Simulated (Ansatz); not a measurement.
Pressure series in hypothetical Pm-3n C

The parent structure is C (space group Pm-3n, No. 223; a = 3.8178 Å; a hypothetical phase, not in the database extracts checked).

Cell and atoms are relaxed at each pressure.

Level of theory: PBEsol in Ansatz (plane waves to 420 eV, PAW, scalar-relativistic without spin-orbit coupling).

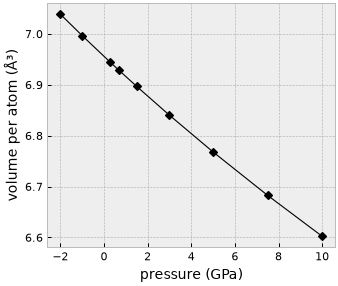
Figure. Volume against pressure

Problem. Estimate the zero-pressure bulk modulus from the plot.

Solution. About 170 GPa; a third-order Birch–Murnaghan fit to the points gives V₀ = 6.96 Å³/atom, B₀ = 173 GPa and B₀′ = 3.9.

Load acts through the strain it causes; cell and atoms are relaxed under it. No phonon test of stability was made. Competing high-pressure phases were not computed.

Ansatz is a first-principles code.
